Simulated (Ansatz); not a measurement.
**Geometry relaxation of GaN2H6ClO (part 2 of 2)**

The same run, continued: GaN2H6ClO; RKS PBE0/def2-SVP (Ansatz 0.2.0). It belongs to a series of runs on one base structure; here: end point A relaxed.

Geometry of the input (Å):
```
Ga 0.0822  -0.3373  -0.0327
O  -0.0609  -0.2477  1.7508
H  -0.9330  -0.5057  2.0687
N  1.6943  -0.5035  -0.8303
H  1.7583  -0.3134  -1.8257
H  2.5103  -0.1363  -0.3450
Cl -1.7390  -0.6381  -1.1453
N  0.0642  2.6279  0.9224
H  0.8822  3.2136  1.0941
H  -0.7557  3.2354  0.9458
H  -0.0117  1.9637  1.7176
```

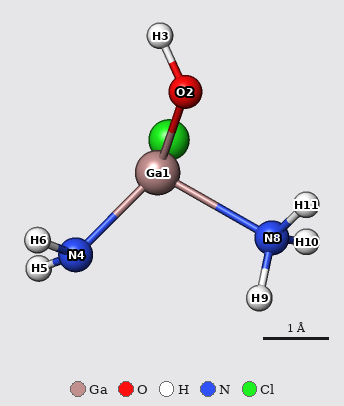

Fig. 1: The geometry at step 12 of the log (ball-and-stick view, seen at a tilt; atoms are numbered from 1 in the order of the input).

### Trajectory as extended XYZ, continued
```
11
Properties=species:S:1:pos:R:3:forces:R:3 step=5 energy=-69998.12439
Ga    0.0898    0.1983    0.1536    0.0282  -0.3814   0.1021
O    -0.0560   -0.2379    1.9260   -1.1446  -0.4935   0.0638
H    -0.8995   -0.7264    2.0881    1.1316   0.5162  -0.1529
N     1.6319   -0.2570   -0.7151    0.1961   0.1188   0.0123
H     1.7076   -0.0992   -1.7139    0.0011   0.0034   0.0178
H     2.5325   -0.1088   -0.2658   -0.1405  -0.0600  -0.0619
Cl   -1.7452   -0.1360   -0.9829   -0.0278   0.1665   0.0098
N     0.0641    2.2003    0.7893    0.0741   0.6928   0.3936
H     0.9091    2.7768    0.6943   -0.1173  -0.3324  -0.0488
H    -0.7197    2.8218    0.5626    0.0117  -0.3402  -0.0547
H    -0.0234    1.9268    1.7840   -0.0125   0.1098  -0.2812
11
Properties=species:S:1:pos:R:3:forces:R:3 step=6 energy=-69998.09789 accepted=F
Ga    0.1131    0.0527    0.1823   -0.2815   1.0745   0.2843
O    -0.0682   -0.2054    1.9638   -0.0389  -0.3206   0.0918
H    -0.8137   -0.7728    2.1857    0.0796  -0.0425   0.0350
N     1.6421   -0.1917   -0.7360    0.3150  -0.2383   0.0888
H     1.7093    0.1002   -1.6989    0.0943  -0.0214  -0.1473
H     2.5437   -0.2939   -0.2863   -0.0408   0.0053  -0.0917
Cl   -1.7439    0.0046   -0.9429   -0.1591  -0.0914  -0.1148
N     0.0515    2.2301    0.7911   -0.2099  -0.8557  -0.4388
H     0.9349    2.7166    0.7089    0.1037   0.1972   0.1450
H    -0.7134    2.7752    0.4082   -0.0232   0.1117  -0.0859
H    -0.1640    1.9430    1.7446    0.1610   0.1812   0.2334
11
Properties=species:S:1:pos:R:3:forces:R:3 step=7 energy=-69998.19493
Ga    0.0941    0.1737    0.1780    0.1438  -0.0238  -0.0581
O    -0.0696   -0.2381    1.9439   -0.4313  -0.2661   0.0307
H    -0.8542   -0.7864    2.1081    0.4450   0.1799  -0.0304
N     1.6408   -0.2335   -0.7185   -0.1205   0.0629   0.1163
H     1.7184   -0.0496   -1.7115    0.0186  -0.0013   0.0110
H     2.5443   -0.1791   -0.2612   -0.0587  -0.0241  -0.0279
Cl   -1.7583   -0.0422   -0.9649    0.0158   0.0880   0.0059
N     0.0581    2.2088    0.7952   -0.0840   0.0600  -0.0302
H     0.9076    2.7560    0.6672    0.0452  -0.0298   0.0001
H    -0.7368    2.7773    0.4971    0.0259  -0.1458  -0.0155
H    -0.0532    1.9716    1.7870    0.0002   0.1001  -0.0019
11
Properties=species:S:1:pos:R:3:forces:R:3 step=8 energy=-69998.22476
Ga    0.1001    0.1825    0.1973   -0.1912   0.0315   0.1407
O    -0.0706   -0.2557    1.9536   -0.1181  -0.0494  -0.0233
H    -0.7988   -0.8665    2.1129    0.1398  -0.0040   0.0078
N     1.6255   -0.2143   -0.7032    0.2378  -0.0181  -0.0535
H     1.7092   -0.0290   -1.6947    0.0295  -0.0176  -0.0016
H     2.5302   -0.2221   -0.2452   -0.0711  -0.0311  -0.0507
Cl   -1.7533    0.0444   -0.9599   -0.0089   0.0576  -0.0105
N     0.0579    2.2097    0.7917   -0.0787  -0.0343  -0.0004
H     0.9067    2.7518    0.6406   -0.0008   0.0182   0.0132
H    -0.7449    2.7303    0.4349    0.0562  -0.0663   0.0236
H    -0.0707    2.0275    1.7924    0.0055   0.1135  -0.0454
11
Properties=species:S:1:pos:R:3:forces:R:3 step=9 energy=-69998.24917
Ga    0.0922    0.1969    0.2176   -0.0127  -0.0015   0.0321
O    -0.0820   -0.2650    1.9641   -0.3841  -0.3791   0.0546
H    -0.7151   -0.9868    2.1135    0.4003   0.3451  -0.0844
N     1.6230   -0.2029   -0.6911    0.0964   0.0254   0.0390
H     1.7184   -0.0447   -1.6862   -0.0048  -0.0213   0.0163
H     2.5248   -0.2825   -0.2331   -0.1235  -0.0194  -0.0471
Cl   -1.7586    0.1506   -0.9627    0.0318   0.0203   0.0033
N     0.0481    2.2192    0.7937   -0.0432  -0.0167   0.0975
H     0.8910    2.7630    0.6136   -0.0345   0.0108   0.0030
H    -0.7595    2.6934    0.3856    0.0694  -0.0323   0.0516
H    -0.0911    2.1173    1.8055    0.0051   0.0687  -0.1659
11
Properties=species:S:1:pos:R:3:forces:R:3 step=10 energy=-69998.24983
Ga    0.0825    0.2161    0.2390   -0.0713   0.0407   0.0149
O    -0.1060   -0.2744    1.9729   -0.6685  -1.1086   0.1619
H    -0.5842   -1.1316    2.0936    0.6807   1.1501  -0.1833
N     1.6081   -0.1880   -0.6671    0.3770  -0.0220   0.0949
H     1.7155   -0.0625   -1.6652   -0.0218  -0.0334   0.0108
H     2.4988   -0.3680   -0.2064   -0.3083   0.0333  -0.1407
Cl   -1.7531    0.2420   -0.9714    0.0180  -0.0039  -0.0045
N     0.0379    2.2464    0.7887   -0.0918  -0.0727   0.0806
H     0.8754    2.7913    0.5890   -0.0129  -0.0037   0.0025
H    -0.7717    2.6881    0.3462    0.0987  -0.0481   0.0808
H    -0.1121    2.1992    1.8012    0.0003   0.0682  -0.1179
11
Properties=species:S:1:pos:R:3:forces:R:3 step=11 energy=-69998.29136
Ga    0.0578    0.2248    0.2585   -0.0448  -0.0118   0.1769
O    -0.1533   -0.3023    1.9844    0.0712   0.2204  -0.2107
H    -0.4926   -1.1941    2.0713   -0.0520  -0.1800   0.0361
N     1.6178   -0.0663   -0.6383    0.3548   0.0606  -0.3429
H     1.6900   -0.1102   -1.6544   -0.1202  -0.0490   0.3627
H     2.4635   -0.4101   -0.1950   -0.1624  -0.0162  -0.0225
Cl   -1.7355    0.2621   -1.0092   -0.0321  -0.0140  -0.0147
N     0.0289    2.2414    0.8004    0.0777   0.0972   0.1532
H     0.8869    2.7365    0.5428   -0.1654  -0.0828   0.0477
H    -0.7682    2.6869    0.3438    0.0323   0.0078   0.0037
H    -0.1040    2.2900    1.8161    0.0410  -0.0321  -0.1895
11
Properties=species:S:1:pos:R:3:forces:R:3 step=12 energy=-69998.30873
Ga    0.0716    0.2573    0.2319    0.0212  -0.1592   0.0494
O    -0.1361   -0.3167    1.9264   -0.0395  -0.0399   0.3946
H    -0.4552   -1.1943    2.1661    0.0826   0.2194  -0.3534
N     1.6973    0.1170   -0.6387   -0.1335   0.1492   0.1138
H     1.5911   -0.1298   -1.6182    0.1370  -0.0963  -0.0391
H     2.3442   -0.5287   -0.1968    0.0899  -0.0697  -0.0977
Cl   -1.6676    0.1814   -1.0931   -0.1565   0.0250  -0.0679
N     0.0160    2.2504    0.8065   -0.0030  -0.0510  -0.0439
H     0.8965    2.7008    0.5588    0.0214   0.0196   0.0194
H    -0.7524    2.7483    0.3592   -0.0334   0.0079  -0.0123
H    -0.1139    2.2730    1.8181    0.0138  -0.0050   0.0372
11
Properties=species:S:1:pos:R:3:forces:R:3 step=13 energy=-69998.24117 accepted=F
Ga    0.0403    0.1340    0.2186   -0.2621   1.1744   0.2182
O    -0.1946   -0.2832    1.9595    0.0472  -0.1823  -0.0343
H    -0.4523   -1.1894    2.1418   -0.0468  -0.0870   0.0350
N     1.6886    0.1740   -0.6068    0.1947  -0.4946  -0.2798
H     1.6447   -0.1062   -1.5844   -0.0289   0.1037  -0.1243
H     2.3816   -0.4470   -0.1941    0.0482   0.0255   0.1587
Cl   -1.7620    0.2424   -1.0522    0.1671  -0.2005   0.0540
N     0.0392    2.2203    0.7771   -0.1486  -0.3794   0.0327
H     0.9167    2.6656    0.5132   -0.0060  -0.0302  -0.0212
H    -0.7438    2.7171    0.3553    0.0184   0.0289  -0.0083
H    -0.0671    2.2309    1.7925    0.0169   0.0415  -0.0308
11
Properties=species:S:1:pos:R:3:forces:R:3 step=14 energy=-69998.33567
Ga    0.0605    0.2431    0.2418    0.0309   0.0213  -0.0575
O    -0.1464   -0.2949    1.9526   -0.0387  -0.0826   0.1505
H    -0.4584   -1.1930    2.1041    0.0413   0.1030  -0.1143
N     1.6793    0.0907   -0.6358    0.0470   0.0328   0.0705
H     1.6283   -0.1526   -1.6197   -0.0209  -0.0316  -0.0520
H     2.3867   -0.4949   -0.1991   -0.0515   0.0070   0.0077
Cl   -1.7067    0.1972   -1.0648   -0.0099  -0.0005   0.0196
N     0.0168    2.2479    0.8062   -0.0346  -0.0617  -0.0536
H     0.8944    2.7004    0.5537    0.0220   0.0308  -0.0065
H    -0.7583    2.7411    0.3627    0.0174  -0.0112   0.0098
H    -0.1050    2.2737    1.8189   -0.0030  -0.0073   0.0257
11
Properties=species:S:1:pos:R:3:forces:R:3 step=15 energy=-69998.33758
Ga    0.0779    0.2468    0.2465   -0.1273   0.0185   0.0285
O    -0.1472   -0.2991    1.9541    0.0192  -0.0203   0.1034
H    -0.4784   -1.1933    2.0768    0.0192   0.0336  -0.0649
N     1.6862    0.0957   -0.6377    0.1373   0.0012   0.0014
H     1.6202   -0.1694   -1.6156    0.0014  -0.0218  -0.0357
H     2.3937   -0.4870   -0.1973   -0.0346   0.0056  -0.0040
Cl   -1.7026    0.2004   -1.0371   -0.0500  -0.0150  -0.0462
N     0.0172    2.2476    0.8026    0.0153  -0.0154  -0.0029
H     0.8887    2.7100    0.5474    0.0252   0.0373   0.0007
H    -0.7637    2.7360    0.3644   -0.0015  -0.0293  -0.0035
H    -0.1007    2.2709    1.8161   -0.0042   0.0055   0.0232
11
Properties=species:S:1:pos:R:3:forces:R:3 step=16 energy=-69998.33954
Ga    0.0728    0.2545    0.2435   -0.0229   0.0494  -0.0013
O    -0.1363   -0.2962    1.9529   -0.0187  -0.0472   0.0439
H    -0.4609   -1.1965    2.0471    0.0060   0.0209   0.0021
N     1.6909    0.1047   -0.6331    0.0600  -0.1028  -0.1994
H     1.6178   -0.1899   -1.6072    0.0124   0.0582   0.1287
H     2.3741   -0.5006   -0.1836   -0.0136   0.0183   0.0188
Cl   -1.7114    0.1961   -1.0413    0.0066   0.0031   0.0088
N     0.0223    2.2532    0.8048    0.0628   0.0165   0.0333
H     0.8872    2.7344    0.5512   -0.0727  -0.0507   0.0163
H    -0.7673    2.7257    0.3662   -0.0226   0.0287  -0.0017
H    -0.0979    2.2732    1.8198    0.0027   0.0056  -0.0495
11
Properties=species:S:1:pos:R:3:forces:R:3 step=17 energy=-69998.33534 accepted=F
Ga    0.0731    0.2609    0.2429    0.0515   0.0090  -0.0207
O    -0.1286   -0.2977    1.9533   -0.0217  -0.0188  -0.0282
H    -0.4546   -1.1993    2.0269   -0.0027  -0.0007   0.0374
N     1.6914    0.0927   -0.6366   -0.1222   0.2414   0.3828
H     1.6243   -0.2016   -1.5956   -0.0417  -0.1327  -0.5175
H     2.3691   -0.5034   -0.1785    0.1440  -0.1128   0.1243
Cl   -1.7156    0.2026   -1.0378    0.0244   0.0110   0.0252
N     0.0235    2.2578    0.8061   -0.2819  -0.0819  -0.1093
H     0.8757    2.7449    0.5511    0.2176   0.1036  -0.0776
H    -0.7746    2.7242    0.3712    0.0557  -0.0187   0.0381
H    -0.0923    2.2775    1.8173   -0.0228   0.0006   0.1455
11
Properties=species:S:1:pos:R:3:forces:R:3 step=18 energy=-69998.34055
Ga    0.0749    0.2570    0.2435    0.0085   0.0094  -0.0197
O    -0.1346   -0.2973    1.9535    0.0010  -0.0018   0.0069
H    -0.4618   -1.1964    2.0446   -0.0009  -0.0051   0.0027
N     1.6930    0.0957   -0.6374   -0.0129  -0.0030   0.0003
H     1.6251   -0.1941   -1.6096   -0.0021   0.0043   0.0014
H     2.3767   -0.5032   -0.1816    0.0001   0.0001   0.0082
Cl   -1.7111    0.2021   -1.0387    0.0028   0.0001   0.0030
N     0.0181    2.2550    0.8057   -0.0005  -0.0048  -0.0036
H     0.8807    2.7339    0.5476    0.0007   0.0045   0.0005
H    -0.7737    2.7303    0.3725    0.0019  -0.0033  -0.0001
H    -0.0962    2.2756    1.8202    0.0013  -0.0004   0.0004
```

### Summary

```json
{"quantity": "outcome", "value": "converged"}
{"quantity": "total energy", "value": "−69998.3406 eV"}
{"quantity": "mean-field energy", "value": "−69998.3406 eV"}
{"quantity": "largest force (length of the vector) at the end", "value": "0.023 eV/Å"}
{"quantity": "hardware", "value": "4 threads of AMD EPYC (Zen 5), 24 GiB of memory available, shared host"}
{"quantity": "wall time", "value": "18 s (CPU time 62 s)"}
{"quantity": "peak memory", "value": "0.34 GiB"}
```
